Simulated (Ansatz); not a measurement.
# Work function of Zr(0001): what the settings cost and change

How far do cutoff, k-mesh and smearing move the work function of Zr(0001)?

Program: Ansatz 0.2.0. Level of theory: plane-wave DFT, PBE, Ansatz PAW. Results are calculated unless marked as measured.

## Step 1: Set-up

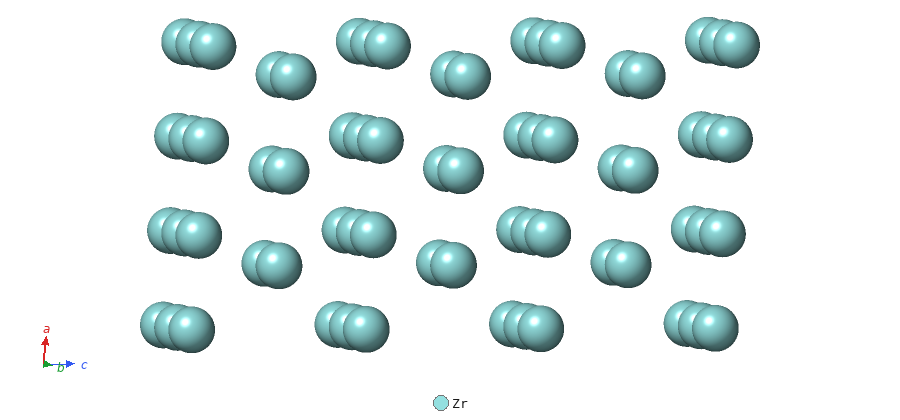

Start, viewed from the side, with the c axis across the page; zirconium light teal. 3×2×1 cells are drawn. Some periodic images of atoms are drawn too.

The cell holds 7 atoms: 7 Zr. Its edges and angles: a = 3.230 Å, b = 3.230 Å, c = 33.436 Å, α = 90.0°, β = 90.0°, γ = 60.0°. Vacuum lies along c.

## Step 2: Slab, setting cutoff 200 eV

A work function rests on the faint tail of the density, so the SCF threshold is tight. The cutoff is raised first; then mesh and smearing are varied at the default cutoff.

File input.yaml:

```yaml
crystal:
  lattice:
    - [3.23, 0.0, 0.0]
    - [1.615, 2.7972620542, 0.0]
    - [0.0, 0.0, 33.43617]
  atoms:
    - { symbol: Zr, position: [0.0, 0.0, 0.2691695849] }
    - { symbol: Zr, position: [0.6666666667, 0.6666666667, 0.3461130566] }
    - { symbol: Zr, position: [0.0, 0.0, 0.4230565283] }
    - { symbol: Zr, position: [0.6666666667, 0.6666666667, 0.5] }
    - { symbol: Zr, position: [0.0, 0.0, 0.5769434717] }
    - { symbol: Zr, position: [0.6666666667, 0.6666666667, 0.6538869434] }
    - { symbol: Zr, position: [0.0, 0.0, 0.7308304151] }
kpoints:
  mp_grid: { grid: [15, 15, 1] }
hamiltonian:
  xc: pbe
scf:
  occupations: { method: fermi_dirac, width: 0.1 }
  convergence: { dr2_threshold: 1.0e-09 }
efield:
  axis: 3
  dipole_correction: true
  ramp_position: 0.97
  ramp_width: 0.06
basis:
  ecutwfc: "200 eV"
output:
  write_potential: true
  write_density: true
  volumetric_format: npy
  elf: true
```

On the command line:

```bash
$ ansatz run input.yaml --threads 2 --pin off --max-ram 3072MiB --backend cpu --events-out ev --progress --plain --runs-dir out
```

Numbers of over 12 decimals in the logs are rounded to 6 here.

The program printed:

```text
Warning: basis.ecutwfc = 200 eV is below the records' recommended 420 eV, and the density's cutoff is lower with it unless basis.ecutrho_ratio is high enough to keep the records' density cutoff: compare with a run at a higher cutoff
Warning: basis.ecutrho_ratio 4 (ecutrho = 800 eV, dense FFT grid 15×15×160): the grid does not resolve the core-correction charge of Zr (measure 0.08 e/Å^2.5); warned from 0.08. The energy and each atom's force then go with where the atoms sit on the grid: [figures from the program's tests cut] If this deck is also warned that a cutoff or its ratio is below what is recommended, mend that before anything below. First try basis.xc_grid, which is 1 on this run (the dense grid itself), where it is not refused (2, then 3). Above 1 the core-correction charge is laid on the exchange–correlation grid, and this warning is never given, whether or not the level is enough: [rest of the remark cut]
Engine: ansatz 0.2.0, aarch64-unknown-linux-gnu
Pseudopotentials: kind: paw
Pseudopotential: Zr, paw, valence charge 12, recommended cutoff 420 eV (normal), Zr.paw.azcp
Functional definition: PBE
  parameter kappa = 0.804
  parameter beta = 0.066725
  exchange = pbe_x(kappa = kappa, mu = beta*pi^2/3)
  correlation = pbe_c(beta = beta)
Crystal: 7 atoms, lattice volume = 302.101 Å³
Basis set: ecut = 200 eV, 1985 PW (Γ)
Bands: 51, of which v1, the nominal top of the filled ones, is band 42 counted from 1 (41 counted from 0)
Symmetry: 6 space group operations
k-points: 27 of 225 (time reversal used)
Non-local potential: Zr, projectors of the file, l = 0: 3, l = 1: 2, l = 2: 2, l = 3: 2
PAW form: soft (Blöchl's): semilocal exchange-correlation on the pseudo side does not see the compensation charge
PAW one-centre angular grid: Zr, 590 points (default); XC on 64 Gauss nodes
Initial density: superposition of atomic densities (neutral atoms: chi_scale 0, normalization atom), corrected by the library's trained network
Initial wavefunctions: pseudopotential atomic-orbital guess
Functional: x = pbe(κ = 0.804, μ = 0.219515), c = pbe(β = 0.066725)
SCF iter   1: F=—  HF=-29276.895521 eV  |F-HF|=—  |Δ(HF+E_count)|=         —  Δρ=2.25e-2  dr2=2.98e0  ethr=1.77e-3  p=-0.000 e·Å  D=-9.78e-14 V/Å  ΔV_dip=0.00 eV  dr2_dipole=9.83e-6  V_vac-E_F(+/−)=4.05/4.05 eV  ⟨swp⟩=7.7  Hψ=5846  notcnv=0
efield: sawtooth ramp at fractional position 0.9700 (set: `efield.ramp_position`, or a place that a band, a saddle search or an elastic batch's reference lends), width 0.0600; the density the first Hamiltonian is built on has a dipole p = -0.000 e·Å; the dipole correction subtracts the counter field D = -9.78e-14 V/Å, which shifts the + side's vacuum level by +0.00 eV against the − side's; the planar-averaged density in the ramp window peaks in size at 4.8e-5 e/Å³
preconditioner: auto → LDOS  [metal: Δε(μ)=0.001 eV  Ē_g=2.427 eV  σ=0.100 eV  W_gap=0.00  n_scr=22 (ndim 8)  ℏωp=11.3 eV  f_vac=0.410  D(μ)=10.05/eV (n_scr^D=92)  β→1.0]
SCF iter   2: F=—  HF=-29276.736268 eV  |F-HF|=—  |Δ(HF+E_count)|=   1.59e-1  Δρ=5.65e-3  dr2=1.01e-1  ethr=1.77e-3  p=-0.000 e·Å  D=-1.53e-5 V/Å  ΔV_dip=0.00 eV  dr2_dipole=1.07e-5  V_vac-E_F(+/−)=4.17/4.17 eV  ⟨swp⟩=2.8  Hψ=2963  notcnv=0
SCF iter   3: F=—  HF=-29276.707090 eV  |F-HF|=—  |Δ(HF+E_count)|=   2.92e-2  Δρ=6.19e-4  dr2=2.47e-3  ethr=1.20e-4  p=-0.000 e·Å  D=-1.69e-6 V/Å  ΔV_dip=0.00 eV  dr2_dipole=6.11e-7  V_vac-E_F(+/−)=4.16/4.16 eV  ⟨swp⟩=2.1  Hψ=2692  notcnv=0
SCF iter   4: F=—  HF=-29276.706879 eV  |F-HF|=—  |Δ(HF+E_count)|=   2.11e-4  Δρ=1.42e-4  dr2=1.72e-4  ethr=2.94e-6  p=-0.000 e·Å  D=-1.13e-6 V/Å  ΔV_dip=0.00 eV  dr2_dipole=2.06e-8  V_vac-E_F(+/−)=4.19/4.19 eV  ⟨swp⟩=3.4  Hψ=3231  notcnv=0
SCF iter   5: F=—  HF=-29276.706915 eV  |F-HF|=—  |Δ(HF+E_count)|=   3.62e-5  Δρ=8.06e-5  dr2=8.62e-5  ethr=2.05e-7  p=0.000 e·Å  D=2.64e-7 V/Å  ΔV_dip=-0.00 eV  dr2_dipole=1.26e-10  V_vac-E_F(+/−)=4.20/4.20 eV  ⟨swp⟩=2.1  Hψ=2138  notcnv=0
SCF iter   6: F=—  HF=-29276.706911 eV  |F-HF|=—  |Δ(HF+E_count)|=   4.29e-6  Δρ=2.29e-5  dr2=8.95e-6  ethr=1.03e-7  p=0.000 e·Å  D=6.75e-8 V/Å  ΔV_dip=-0.00 eV  dr2_dipole=1.06e-10  V_vac-E_F(+/−)=4.21/4.21 eV  ⟨swp⟩=2.1  Hψ=1972  notcnv=0
SCF iter   7: F=—  HF=-29276.706912 eV  |F-HF|=—  |Δ(HF+E_count)|=   7.93e-7  Δρ=1.00e-5  dr2=6.89e-7  ethr=1.07e-8  p=0.000 e·Å  D=7.02e-8 V/Å  ΔV_dip=-0.00 eV  dr2_dipole=8.72e-11  V_vac-E_F(+/−)=4.21/4.22 eV  ⟨swp⟩=2.5  Hψ=2315  notcnv=0
SCF iter   8: F=—  HF=-29276.706912 eV  |F-HF|=—  |Δ(HF+E_count)|=   1.42e-7  Δρ=2.90e-6  dr2=1.05e-7  ethr=8.20e-10  p=-0.000 e·Å  D=-1.35e-8 V/Å  ΔV_dip=0.00 eV  dr2_dipole=5.58e-12  V_vac-E_F(+/−)=4.22/4.22 eV  ⟨swp⟩=2.2  Hψ=2483  notcnv=0
SCF iter   9: F=—  HF=-29276.706912 eV  |F-HF|=—  |Δ(HF+E_count)|=   1.43e-8  Δρ=9.69e-7  dr2=6.02e-9  ethr=1.25e-10  p=-0.000 e·Å  D=-5.53e-9 V/Å  ΔV_dip=0.00 eV  dr2_dipole=2.36e-13  V_vac-E_F(+/−)=4.22/4.22 eV  ⟨swp⟩=2.6  Hψ=2608  notcnv=0
SCF iter  10: F=-29276.706912 eV  HF=-29276.706912 eV  |F-HF|=1.09e-11  |Δ(HF+E_count)|=   1.20e-9  Δρ=2.56e-7  dr2=3.56e-10  ethr=1.19e-12  p=0.000 e·Å  D=3.82e-9 V/Å  ΔV_dip=-0.00 eV  dr2_dipole=1.01e-13  V_vac-E_F(+/−)=4.22/4.22 eV  ⟨swp⟩=4.5  Hψ=3378  notcnv=0
WARN: efield: at this solve's end the planar-averaged density reaches 2.27e-5 e/Å³ inside the ramp window [0.9401, 0.0599] (bound 1e-5 e/Å³); by the running means of the window's planes the mean density over a ramp is at most 1.09e-5 e/Å³, which is held to the bound (the quickstart, § The vacuum guard, A window that rings); the window's nearer edge stands 7.00 Å from this solve's nearest atom along the axis. Its work [...]
SCF 1 converged in 10 iterations: F = -29276.706912 eV  dr2 = 3.56e-10
  greatest PAW one-centre occupation: 1.022 electrons in one spin orbital (limit 2), on the Zr atom at site 1 (counted from 0), in its partial waves of l = 1
WARN: The output density's exchange-correlation potential varies sharply where the density is thin. Do not read a vacuum level from v_tot or v_xc, or from such a field of the output density. On a cell that repeats whose density bears no net charge and no dipole along the vacuum's axis use v_es (v_loc + v_h of the components); under efield.dipole_correction with no amplitude use v_es + v_field, which holds any externa [...]
SCF converged after 10 iterations
Free energy (F): -29276.706912 eV
Harris-Foulkes:  -29276.706912 eV  (|F-HF|=1.09e-11)
Internal energy: -29276.377273 eV  (E = F + TS)
E sigma→0 (E₀):  -29276.542093 eV
Entropy (-TS):   -0.329638 eV (-47.091 meV/atom)
Fermi energy:    5.734389 eV
Dipole field:    D = -0.000000 V/Å  (p = -0.000001 e·Å, saw-weighted, corrected)
Work function:   Φ+ = 4.2167 eV   Φ− = 4.2173 eV
Levels:          The Fermi level and band energies are counted from a zero that moves with the ramp; work functions are not
Vacuum region:   at the solve's end the planar-averaged density reaches 2.27e-5 e/Å³ inside the ramp window [0.9401, 0.0599] (bound 1e-5 e/Å³); by the running means of the window's planes the mean density over a ramp is at most 1.09e-5 e/Å³, which is held to the bound (the quickstart, § The vacuum guard, A window that rings)
--- Per-component energies (eV) ---
  E_band       = -1385.804243
  E_kinetic    = 2304.329704
  E_local      = -89468.080352  (includes V_loc(G=0)·N_el)
  E_nonlocal   = 559.252663
  E_hartree    = 43549.738030
  E_xc         = -1121.538475
  E_vxc        = -1324.125955  (∫ρ·V_xc dr)
  E_paw        = -20672.382046  (= ΣΔE_a)
  E_vpaw       = -556.659005  (= ΣTr[D̂ρ^β])
  E_aug_tail   = -0.000348  (compensation charges beyond the density's cutoff)
  E_efield     = 0.000000  (sawtooth field / dipole correction)
  E_vefield    = 0.000000  (∫n·V_field dr)
  E_ewald      = 35572.303550
  E_smearing   = -0.329638  (= −TS)
  E_closure    = 0.000000  (closes the sum)
  Σ components = -29276.706912   (vs F -29276.706912, Δ=0.00e0)
--- Band table (eV; the first three rows and the last of 27) ---
  k-point 0: bands = [... 38 lower, 6.0304, 6.3891, 6.4338, 6.4338, 6.4587, 6.4587, 6.5113, 6.5716, ... 5 higher]
  k-point 1: bands = [... 38 lower, 5.9464, 6.2432, 6.2630, 6.2714, 6.3925, 6.4077, 6.5266, 6.5343, ... 5 higher]
  k-point 2: bands = [... 38 lower, 5.7828, 5.8303, 5.9229, 5.9669, 6.1184, 6.1231, 6.3211, 6.5423, ... 5 higher]
  k-point 26: bands = [... 38 lower, 4.6519, 4.9768, 4.9796, 5.7262, 5.7749, 5.8037, 5.8658, 5.8716, ... 5 higher]
```

Run time: 28 s. Hardware: 2 threads of Arm Neoverse N1, shared host; peak memory 0.42 GiB; 49 s of CPU time.

This step gave:

```
energy at zero smearing   : -29276.5421 eV
work function, upper face : 4.217 eV
```

Running mean over 2.573 Å of the planar mean; the ramp of the sawtooth is left out. The electron's electrostatic potential energy less the Fermi level by z:

| z (Å) | electron's electrostatic potential energy less the Fermi level (eV) |
| --- | --- |
| 4 | 4.20 |
| 6 | 3.92 |
| 8 | -5.16 |
| 10 | -8.38 |
| 12 | -8.43 |
| 14 | -8.44 |
| 16 | -8.48 |
| 18 | -8.48 |
| 20 | -8.44 |
| 22 | -8.38 |
| 24 | -8.50 |
| 26 | -0.542 |
| 28 | 4.12 |
| 30 | 4.21 |

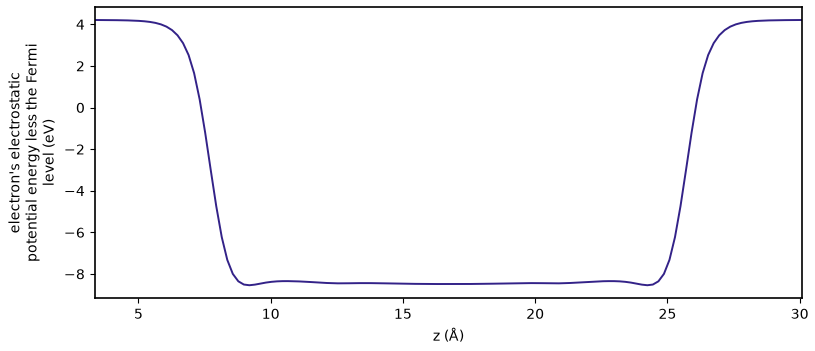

Electron's electrostatic potential energy less the Fermi level against z.

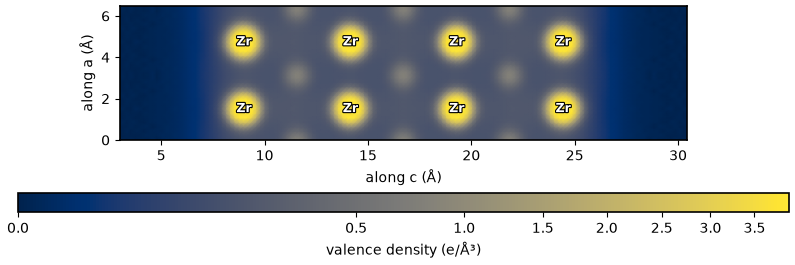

Valence density in the ca plane at fractional y = 0.000, with atoms of Zr within 0.2 Å of it. It is the smooth field of the valence electrons, not physical close to the nuclei. The map starts off the cell's origin, so that atoms lie inside it. The colour scale is stretched toward low values. The far vacuum is left out of the map.

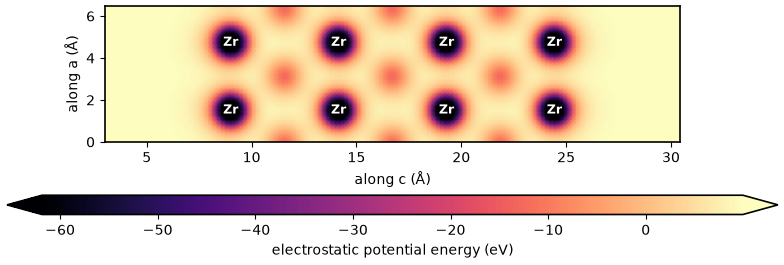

Electrostatic potential energy in the ca plane at fractional y = 0.000, with atoms of Zr within 0.2 Å of it. With pseudopotentials it is smooth inside the atoms' cores, unlike the true potential. The map starts off the cell's origin, so that atoms lie inside it. The far vacuum is left out of the map.

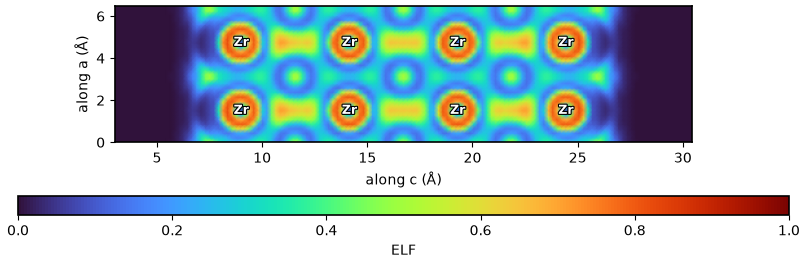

ELF in the ca plane at fractional y = 0.000, with atoms of Zr within 0.2 Å of it. It is the smooth field of the valence electrons, not physical close to the nuclei. The map starts off the cell's origin, so that atoms lie inside it. The far vacuum is left out of the map.

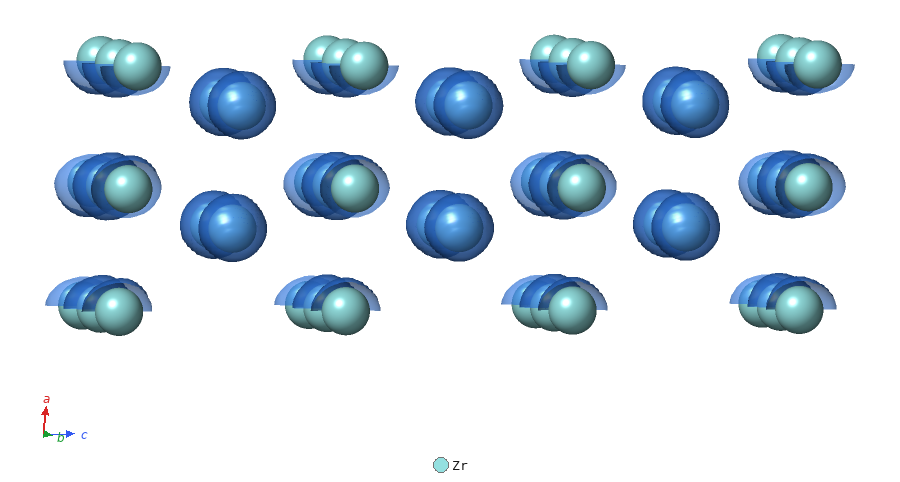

Surface of ELF = 0.74. 2×2×1 cells are drawn.

The work function is 4.217 eV.

## Step 3: Slab

Changes to input.yaml since step 2:

```diff
@@ -26,3 +26,3 @@
 basis:
-  ecutwfc: "200 eV"
+  ecutwfc: "300 eV"
 output:
@@ -31,2 +31 @@
   volumetric_format: npy
-  elf: true
```

The program printed:

```text
[...]
Crystal: 7 atoms, lattice volume = 302.101 Å³
Basis set: ecut = 300 eV, 3593 PW (Γ)
Bands: 51, of which v1, the nominal top of the filled ones, is band 42 counted from 1 (41 counted from 0)
Symmetry: 6 space group operations
k-points: 27 of 225 (time reversal used)
[...]
k-point 0: bands = [... 38 lower, 6.0027, 6.3967, 6.4116, 6.4483, 6.4483, 6.4743, 6.4743, 6.5861, ... 5 higher]
  k-point 1: bands = [... 38 lower, 5.9548, 6.1818, 6.2649, 6.2775, 6.3885, 6.4062, 6.5151, 6.5404, ... 5 higher]
  k-point 2: bands = [... 38 lower, 5.7364, 5.8238, 5.9049, 5.9657, 6.0568, 6.1203, 6.3166, 6.5384, ... 5 higher]
  k-point 26: bands = [... 38 lower, 4.6185, 4.9558, 4.9560, 5.7066, 5.7468, 5.7755, 5.8459, 5.8462, ... 5 higher]
[key lines of the parts left out:]
SCF converged after 10 iterations
Free energy (F): -29285.002375 eV
Fermi energy:    5.707270 eV
Dipole field:    D = 0.000000 V/Å  (p = 0.000000 e·Å, saw-weighted, corrected)
Work function:   Φ+ = 4.1921 eV   Φ− = 4.1921 eV
```

Wall time 38 s (2 threads); peak memory 0.54 GiB.

The work function is 4.192 eV, -0.025 eV from the run “cutoff 200 eV”, at 1.4 times its CPU time.

## Step 4: Slab

Changes to input.yaml since step 3:

```diff
@@ -26,3 +26,3 @@
 basis:
-  ecutwfc: "300 eV"
+  ecutwfc: "420 eV"
 output:
```

The program printed:

```text
[...]
Crystal: 7 atoms, lattice volume = 302.101 Å³
Basis set: ecut = 420 eV, 6027 PW (Γ)
Bands: 51, of which v1, the nominal top of the filled ones, is band 42 counted from 1 (41 counted from 0)
Symmetry: 6 space group operations
k-points: 27 of 225 (time reversal used)
[...]
k-point 0: bands = [... 38 lower, 6.0020, 6.3969, 6.4064, 6.4493, 6.4493, 6.4753, 6.4753, 6.5867, ... 5 higher]
  k-point 1: bands = [... 38 lower, 5.9543, 6.1785, 6.2653, 6.2777, 6.3884, 6.4060, 6.5128, 6.5413, ... 5 higher]
  k-point 2: bands = [... 38 lower, 5.7342, 5.8236, 5.9038, 5.9654, 6.0543, 6.1197, 6.3161, 6.5382, ... 5 higher]
  k-point 26: bands = [... 38 lower, 4.6163, 4.9546, 4.9549, 5.7034, 5.7437, 5.7727, 5.8439, 5.8444, ... 5 higher]
[key lines of the parts left out:]
SCF converged after 10 iterations
Free energy (F): -29285.113646 eV
Fermi energy:    5.705584 eV
Dipole field:    D = 0.000000 V/Å  (p = 0.000000 e·Å, saw-weighted, corrected)
Work function:   Φ+ = 4.1924 eV   Φ− = 4.1924 eV
```

The job ended after 62 s (2 threads; peak memory 0.74 GiB).

The work function is 4.192 eV, -0.024 eV from the run “cutoff 200 eV”, at 2.2 times its CPU time.

## Step 5: Slab

Changes to input.yaml since step 4:

```diff
@@ -26,3 +26,3 @@
 basis:
-  ecutwfc: "420 eV"
+  ecutwfc: "600 eV"
 output:
```

The program printed:

```text
[...]
Crystal: 7 atoms, lattice volume = 302.101 Å³
Basis set: ecut = 600 eV, 10153 PW (Γ)
Bands: 51, of which v1, the nominal top of the filled ones, is band 42 counted from 1 (41 counted from 0)
Symmetry: 6 space group operations
k-points: 27 of 225 (time reversal used)
[...]
k-point 0: bands = [... 38 lower, 6.0019, 6.3969, 6.4063, 6.4493, 6.4493, 6.4754, 6.4754, 6.5867, ... 5 higher]
  k-point 1: bands = [... 38 lower, 5.9542, 6.1785, 6.2653, 6.2777, 6.3884, 6.4060, 6.5127, 6.5413, ... 5 higher]
  k-point 2: bands = [... 38 lower, 5.7342, 5.8236, 5.9038, 5.9654, 6.0543, 6.1197, 6.3161, 6.5382, ... 5 higher]
  k-point 26: bands = [... 38 lower, 4.6164, 4.9546, 4.9549, 5.7034, 5.7436, 5.7726, 5.8439, 5.8444, ... 5 higher]
[key lines of the parts left out:]
SCF converged after 10 iterations
Free energy (F): -29285.116313 eV
Fermi energy:    5.705555 eV
Dipole field:    D = 0.000001 V/Å  (p = 0.000001 e·Å, saw-weighted, corrected)
Work function:   Φ+ = 4.1923 eV   Φ− = 4.1923 eV
```

The job ended after 1.8 min (2 threads; peak memory 1.1 GiB).

The work function is 4.192 eV, -0.000 eV from the run “cutoff 420 eV”, at 1.7 times its CPU time.

## Step 6: Run

Changes to input.yaml since step 5:

```diff
@@ -14,3 +14,3 @@
 kpoints:
-  mp_grid: { grid: [15, 15, 1] }
+  mp_grid: { grid: [3, 3, 1] }
 hamiltonian:
@@ -25,4 +25,2 @@
   ramp_width: 0.06
-basis:
-  ecutwfc: "600 eV"
 output:
```

The program printed:

```text
[...]
Crystal: 7 atoms, lattice volume = 302.101 Å³
Basis set: ecut = 420 eV, 6027 PW (Γ)
Bands: 51, of which v1, the nominal top of the filled ones, is band 42 counted from 1 (41 counted from 0)
Symmetry: 6 space group operations
k-points: 3 of 9 (time reversal used)
[...]
Work function:   Φ+ = 4.2987 eV   Φ− = 4.2986 eV
[...]
--- Band table (eV) ---
  k-point 0: bands = [... 38 lower, 5.9293, 6.3045, 6.3482, 6.3482, 6.3508, 6.3699, 6.3699, 6.4622, ... 5 higher]
  k-point 1: bands = [... 38 lower, 4.7260, 4.9268, 5.0851, 5.7189, 5.7249, 6.1634, 6.2000, 6.4144, ... 5 higher]
  k-point 2: bands = [... 38 lower, 4.5081, 4.8587, 4.8591, 5.5972, 5.6360, 5.6795, 5.7476, 5.7483, ... 5 higher]
[key lines of the parts left out:]
SCF converged after 11 iterations
Free energy (F): -29284.993996 eV
Fermi energy:    5.715461 eV
Dipole field:    D = -0.000001 V/Å  (p = -0.000002 e·Å, saw-weighted, corrected)
```

Run time: 9.2 s. Hardware: 2 threads; peak memory 0.46 GiB; 13 s of CPU time.

The work function is 4.299 eV, +0.106 eV from the run “cutoff 420 eV”, at 0.12 times its CPU time.

## Step 7: Slab

Changes to input.yaml since step 6:

```diff
@@ -14,3 +14,3 @@
 kpoints:
-  mp_grid: { grid: [3, 3, 1] }
+  mp_grid: { grid: [5, 5, 1] }
 hamiltonian:
```

The program printed:

```text
[...]
Crystal: 7 atoms, lattice volume = 302.101 Å³
Basis set: ecut = 420 eV, 6027 PW (Γ)
Bands: 51, of which v1, the nominal top of the filled ones, is band 42 counted from 1 (41 counted from 0)
Symmetry: 6 space group operations
k-points: 5 of 25 (time reversal used)
[...]
k-point 0: bands = [... 38 lower, 6.0354, 6.4243, 6.4305, 6.4835, 6.4835, 6.5181, 6.5181, 6.6067, ... 5 higher]
  k-point 1: bands = [... 38 lower, 5.3197, 5.4704, 5.4738, 5.7093, 5.7723, 6.0169, 6.1881, 6.4812, ... 5 higher]
  k-point 2: bands = [... 38 lower, 4.7558, 4.8882, 5.1109, 5.9076, 6.0139, 6.5399, 6.7352, 6.7498, ... 5 higher]
  k-point 4: bands = [... 38 lower, 4.7767, 5.1560, 5.1781, 5.5109, 5.5587, 5.8974, 5.9540, 6.0911, ... 5 higher]
[key lines of the parts left out:]
SCF converged after 10 iterations
Free energy (F): -29285.245996 eV
Fermi energy:    5.691431 eV
Dipole field:    D = 0.000000 V/Å  (p = 0.000000 e·Å, saw-weighted, corrected)
Work function:   Φ+ = 4.1758 eV   Φ− = 4.1758 eV
```

Elapsed: 13 s, on 2 threads; peak memory 0.48 GiB; 21 s of CPU time.

The work function is 4.176 eV, -0.017 eV from the run “cutoff 420 eV”, at 0.19 times its CPU time.

(Continued in part 2 of 2.)

[Logs are printed without paths, hosts, clocks, repeated set-up lines and the standing remarks that a program may print on its own settings, such as how far it seeks lower states.]

[Hosts, paths, dates, database ids (printed as entryN), source tags and the programs' standing remarks are cut or masked in the printed files.]

[Maps of the electrostatic potential energy from Ansatz leave out the sawtooth potential of an applied field or a dipole correction, so their vacuum need not be flat; planar profiles and work functions include it.]
